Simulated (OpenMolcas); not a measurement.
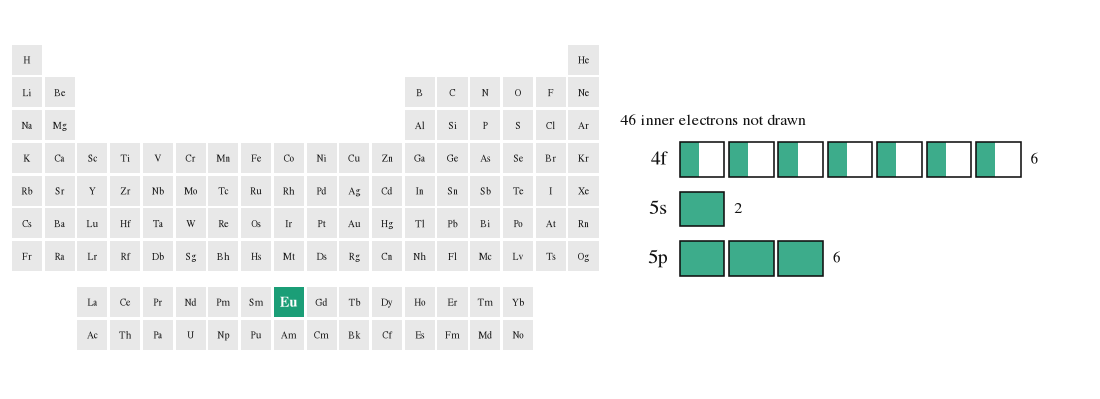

**Figure 1.** Left, the place of europium in the periodic table; right, the outer shells of the leading configuration of the lowest level: a box for each of the 2l + 1 orbitals, shaded by the share of the shell that is filled, with the electron count at the right.

Multiconfigurational calculation: Eu³⁺ complex (part 1 of 2)

Eu³⁺ with 8 ligands (F; cube, 2.38 Å), neutralised by 8 outer point charges of +0.62 e, whose field is part of the energies. Computed at this level: state-averaged CASSCF, active space 6 electrons in the shell 4f, basis ANO-RCC-VDZP on the metal and ANO-RCC-VDZP on the ligands, DKH2 scalar Hamiltonian, spin-orbit coupling by RASSI with atomic mean-field integrals (OpenMolcas).

**Input**
```
&GATEWAY
Coord
9

Eu 0.0 0.0 0.0
F 1.374094 1.374094 1.374094
F 1.374094 1.374094 -1.374094
F 1.374094 -1.374094 1.374094
F 1.374094 -1.374094 -1.374094
F -1.374094 1.374094 1.374094
F -1.374094 1.374094 -1.374094
F -1.374094 -1.374094 1.374094
F -1.374094 -1.374094 -1.374094
Basis=Eu.ANO-RCC-VDZP,F.ANO-RCC-VDZP
Group=XYZ
NoMove
AngMom=0.0 0.0 0.0
AMFI
RICD
XField
4 Angstrom 0
2.875205 2.875205 2.875205 0.625000
2.875205 2.875205 -2.875205 0.625000
2.875205 -2.875205 2.875205 0.625000
2.875205 -2.875205 -2.875205 0.625000
&SEWARD
&RASSCF
FileOrb=start.orb
Symmetry=1
Spin=7
nActEl=6 0 0
Inactive=35 32
Ras2=0 7
CIRoot=7 7 1
SDav=7
CIMx=300
Iter=150 100
PrWF=0.3
OrbListing=Nothing
MaxOrb=0
LevShft=1.0
>>> COPY $Project.JobIph JOB001
&RASSCF
FileOrb=start.orb
Symmetry=1
Spin=5
nActEl=6 0 0
Inactive=35 32
Ras2=0 7
CIRoot=140 140 1
SDav=140
CIMx=300
Iter=150 100
PrWF=0.3
OrbListing=Nothing
MaxOrb=0
CIOnly
LevShft=1.0
>>> COPY $Project.JobIph JOB002
&RASSCF
FileOrb=start.orb
Symmetry=1
Spin=3
nActEl=6 0 0
Inactive=35 32
Ras2=0 7
CIRoot=162 162 1
SDav=588
CIMx=300
Iter=150 100
PrWF=0.3
OrbListing=Nothing
MaxOrb=0
CIOnly
LevShft=1.0
>>> COPY $Project.JobIph JOB003
&RASSI
NrOfJobIphs=2 7 77
1 2 3 4 5 6 7
1 2 3 4 5 6 7 8 9 10 11 12 13 14 15 16 17 18 19 20 21 22 23 24 25 26 27
28 29 30 31 32 33 34 35 36 37 38 39 40 41 42 43 44 45 46 47 48 49 50 51
52 53 54 55 56 57 58 59 60 61 62 63 64 65 66 67 68 69 70 71 72 73 74 75
76 77
IphNames
JOB001
JOB002
EJob
SpinOrbit
DIPRint=1.0
SOCoupling=1000.0
Subsets=2
Property=9
'ANGMOM' 1 'ANGMOM' 2 'ANGMOM' 3 'MLTPL  1' 1 'MLTPL  1' 2 'MLTPL  1' 3
'AMFI' 1 'AMFI' 2 'AMFI' 3
SOProperty=3
'ANGMOM' 1 'ANGMOM' 2 'ANGMOM' 3
```

The file start.orb holds starting orbitals from an earlier step. A driver script formed the levels outside the program, from RASSI's spin-orbit matrix and the active-space energies, averaged over the components of each term or state.

Run as:
```bash
OMP_NUM_THREADS=1 MOLCAS_MEM=2457 MOLCAS_PROJECT=a pymolcas a.inp > a.log  # once for each step of the input, in one work folder
```

**The program's output (extracts)**
```
--- SEWARD ---
Basis set label: EU.ANO-RCC...7S6P4D2F1G.

      Electronic valence basis set:
      ------------------
      Associated Effective Charge  63.000000 au
      Associated Actual Charge     63.000000 au
      Nuclear Model: Point charge

      Shell  nPrim  nBasis  Cartesian Spherical Contaminant
         s      25       7        X
         p      22       6        X
         d      15       4                 X
         f      11       2                 X
         g       4       1                 X
                  Relativistic Douglas-Kroll-Hess integrals:
                    - DKH order of Hamiltonian: 2
                    - DKH order of Properties : 0
                  Atomic mean-field integrals
--- RASSCF ---
Wave function specifications:
      -----------------------------

      Number of closed shell electrons         134
      Number of electrons in active shells       6
      Max number of holes in RAS1 space          0
      Max nr of electrons in RAS3 space          0
      Number of inactive orbitals               67
      Number of active orbitals                  7
      Number of secondary orbitals             106
      Spin quantum number                      3.0
      State symmetry                             1
Orbital specifications:
      -----------------------

      Symmetry species                           1   2
                                                ag  au
      Frozen orbitals                            0   0
      Inactive orbitals                         35  32
      Active orbitals                            0   7
      RAS1 orbitals                              0   0
      RAS2 orbitals                              0   7
      RAS3 orbitals                              0   0
      Secondary orbitals                        57  49
      Deleted orbitals                           0   0
      Number of basis functions                 92  88
      Number of CSFs                             7
      Number of root(s) required                 7
      Iter CI   SX   CI       RASSCF       Energy    max ROT     max BLB   max BLB  Level Ln srch  Step   QN
          iter iter root      energy       change     param      element    value   shift minimum  type update
 Nr of preliminary CI iterations:   1
      Total energies have been shifted. Add               -11000.00 au
        1   1    9    0  -632.14433903    0.00E+00   5.47E-02   22  65 2 -3.61E-01*  1.03   0.00    SX    NO
        2   1   11    0  -633.20681592   -1.06E+00* -2.38E-02   17  56 2 -9.56E-02*  0.54   0.00    SX    NO
        3   1   11    0  -633.31929555   -1.12E-01*  6.63E-03   17  57 1  5.51E-02*  0.49   0.00    SX    NO
        4   1   10    0  -633.33261649   -1.33E-02* -3.21E-03   30  36 1 -9.31E-03*  0.51   0.00    SX    NO
        5   1   10    0  -633.33529930   -2.68E-03*  2.82E-03   14  53 2  5.66E-03*  0.51   1.59    QN   YES
        6   1    9    0  -633.33629880   -1.00E-03*  6.18E-04   11  48 2 -2.74E-03*  0.51   1.04    QN   YES
        7   1    9    0  -633.33635731   -5.85E-05* -3.53E-04   14  53 2 -1.27E-03*  0.51   1.16    QN   YES
        8   1    8    0  -633.33637474   -1.74E-05*  1.36E-04   12  52 2 -3.43E-04*  0.51   1.20    QN   YES
        9   1    7    0  -633.33637627   -1.53E-06*  4.33E-05   12  49 2  1.63E-04*  0.51   1.26    QN   YES
       10   1    6    0  -633.33637643   -1.63E-07*  1.64E-05   12  49 2  4.17E-05   0.51   1.26    QN   YES
       11   1    5    0  -633.33637645   -1.23E-08*  2.36E-06   12  52 2  9.71E-06   0.51   1.14    QN   YES
       12   1    4    0  -633.33637645   -1.58E-10  -1.02E-06   20  38 1  1.67E-06   0.51   0.41    QN   YES
      Convergence after 12 iterations
       13   1    4    0  -633.33637645   -2.29E-10  -1.02E-06   12  49 2 -1.00E-06   0.51   0.41    QN   YES
      Natural orbitals and occupation numbers for root  1
      sym 2:   1.000000   0.000000   1.000000   1.000000   1.000000   1.000000   1.000000
      Natural orbitals and occupation numbers for root  2
      sym 2:   0.000000   1.000000   1.000000   1.000000   1.000000   1.000000   1.000000
      Natural orbitals and occupation numbers for root  3
      sym 2:   1.000000   1.000000   1.000000   0.000000   1.000000   1.000000   1.000000
::    RASSCF root number  1 Total energy: -11633.33919101
::    RASSCF root number  2 Total energy: -11633.33617745
::    RASSCF root number  3 Total energy: -11633.33617745
::    RASSCF root number  4 Total energy: -11633.33617745
::    RASSCF root number  5 Total energy: -11633.33563726
::    RASSCF root number  6 Total energy: -11633.33563726
::    RASSCF root number  7 Total energy: -11633.33563726
--- RASSCF ---
Wave function specifications:
      -----------------------------

      Number of closed shell electrons         134
      Number of electrons in active shells       6
      Max number of holes in RAS1 space          0
      Max nr of electrons in RAS3 space          0
      Number of inactive orbitals               67
      Number of active orbitals                  7
      Number of secondary orbitals             106
      Spin quantum number                      2.0
      State symmetry                             1
Orbital specifications:
      -----------------------

      Symmetry species                           1   2
                                                ag  au
      Frozen orbitals                            0   0
      Inactive orbitals                         35  32
      Active orbitals                            0   7
      RAS1 orbitals                              0   0
      RAS2 orbitals                              0   7
      RAS3 orbitals                              0   0
      Secondary orbitals                        57  49
      Deleted orbitals                           0   0
      Number of basis functions                 92  88
      Number of CSFs                           140
      Number of root(s) required               140
      Iter CI   SX   CI       RASSCF       Energy    max ROT     max BLB   max BLB  Level Ln srch  Step   QN
          iter iter root      energy       change     param      element    value   shift minimum  type update
 Nr of preliminary CI iterations:   1
        1   1    0    0-11633.11366006    0.00E+00   0.00E+00   38  45 2 -1.79E-02*  0.00   0.00    SX    NO
      Natural orbitals and occupation numbers for root  1
      sym 2:   0.785862   0.760118   0.915649   0.922906   0.786226   0.915748   0.913492
      Natural orbitals and occupation numbers for root  2
      sym 2:   0.957376   0.760118   0.856199   0.798502   0.834027   0.957253   0.836526
      Natural orbitals and occupation numbers for root  3
      sym 2:   0.876599   0.943253   0.903928   0.721014   0.808783   0.919708   0.826715
::    RASSCF root number  1 Total energy: -11633.22644079
::    RASSCF root number  2 Total energy: -11633.22644079
::    RASSCF root number  3 Total energy: -11633.22603986
::    RASSCF root number  4 Total energy: -11633.22603986
::    RASSCF root number  5 Total energy: -11633.22603986
::    RASSCF root number  6 Total energy: -11633.21179061
::    RASSCF root number  7 Total energy: -11633.21179061
::    RASSCF root number  8 Total energy: -11633.21169984
::    RASSCF root number  9 Total energy: -11633.21169984
::    RASSCF root number 10 Total energy: -11633.21169984
::    RASSCF root number 11 Total energy: -11633.21145443
::    RASSCF root number 12 Total energy: -11633.20988693
::    RASSCF root number 13 Total energy: -11633.20988693
::    RASSCF root number 14 Total energy: -11633.20988693
::    RASSCF root number 15 Total energy: -11633.20962917
::    RASSCF root number 16 Total energy: -11633.20962917
::    RASSCF root number 17 Total energy: -11633.20962917
::    RASSCF root number 18 Total energy: -11633.20932059
::    RASSCF root number 19 Total energy: -11633.20932059
::    RASSCF root number 20 Total energy: -11633.20932059
::    RASSCF root number 21 Total energy: -11633.20930083
::    RASSCF root number 22 Total energy: -11633.20930083
::    RASSCF root number 23 Total energy: -11633.20463530
::    RASSCF root number 24 Total energy: -11633.20463530
::    RASSCF root number 25 Total energy: -11633.20463530
::    RASSCF root number 26 Total energy: -11633.20454121
::    RASSCF root number 27 Total energy: -11633.20454121
::    RASSCF root number 28 Total energy: -11633.20404466
::    RASSCF root number 29 Total energy: -11633.20404466
::    RASSCF root number 30 Total energy: -11633.20404466
--- RASSCF ---
Wave function specifications:
      -----------------------------

      Number of closed shell electrons         134
      Number of electrons in active shells       6
      Max number of holes in RAS1 space          0
      Max nr of electrons in RAS3 space          0
      Number of inactive orbitals               67
      Number of active orbitals                  7
      Number of secondary orbitals             106
      Spin quantum number                      1.0
      State symmetry                             1
Orbital specifications:
      -----------------------

      Symmetry species                           1   2
                                                ag  au
      Frozen orbitals                            0   0
      Inactive orbitals                         35  32
      Active orbitals                            0   7
      RAS1 orbitals                              0   0
      RAS2 orbitals                              0   7
      RAS3 orbitals                              0   0
      Secondary orbitals                        57  49
      Deleted orbitals                           0   0
      Number of basis functions                 92  88
      Number of CSFs                           588
      Number of root(s) required               162
      Iter CI   SX   CI       RASSCF       Energy    max ROT     max BLB   max BLB  Level Ln srch  Step   QN
          iter iter root      energy       change     param      element    value   shift minimum  type update
 Nr of preliminary CI iterations:   1
        1   1    0    0-11633.10617330    0.00E+00   0.00E+00   38  45 2 -1.95E-02*  0.00   0.00    SX    NO
      Natural orbitals and occupation numbers for root  1
      sym 2:   0.702972   0.951155   0.970393   0.808743   0.816518   0.961327   0.788892
      Natural orbitals and occupation numbers for root  2
      sym 2:   0.703704   0.961390   0.814836   0.808961   0.789849   0.967569   0.953692
      Natural orbitals and occupation numbers for root  3
      sym 2:   0.702782   0.969398   0.791480   0.801930   0.820869   0.964600   0.948942
::    RASSCF root number  1 Total energy: -11633.13322899
::    RASSCF root number  2 Total energy: -11633.13322899
::    RASSCF root number  3 Total energy: -11633.13322899
::    RASSCF root number  4 Total energy: -11633.12900675
::    RASSCF root number  5 Total energy: -11633.12888305
::    RASSCF root number  6 Total energy: -11633.12888305
::    RASSCF root number  7 Total energy: -11633.12888305
::    RASSCF root number  8 Total energy: -11633.12882118
::    RASSCF root number  9 Total energy: -11633.12882118
::    RASSCF root number 10 Total energy: -11633.12882118
::    RASSCF root number 11 Total energy: -11633.12851996
::    RASSCF root number 12 Total energy: -11633.12851996
::    RASSCF root number 13 Total energy: -11633.12806400
::    RASSCF root number 14 Total energy: -11633.12806400
::    RASSCF root number 15 Total energy: -11633.12806400
::    RASSCF root number 16 Total energy: -11633.12691616
::    RASSCF root number 17 Total energy: -11633.12691616
::    RASSCF root number 18 Total energy: -11633.12691616
::    RASSCF root number 19 Total energy: -11633.12682761
::    RASSCF root number 20 Total energy: -11633.12682761
::    RASSCF root number 21 Total energy: -11633.12679350
::    RASSCF root number 22 Total energy: -11633.12679350
::    RASSCF root number 23 Total energy: -11633.12679350
::    RASSCF root number 24 Total energy: -11633.12677494
::    RASSCF root number 25 Total energy: -11633.12677494
::    RASSCF root number 26 Total energy: -11633.12677494
::    RASSCF root number 27 Total energy: -11633.12419692
::    RASSCF root number 28 Total energy: -11633.12419692
::    RASSCF root number 29 Total energy: -11633.12419692
::    RASSCF root number 30 Total energy: -11633.12405650
```

(Continued in part 2.) Outcome of the run: converged.
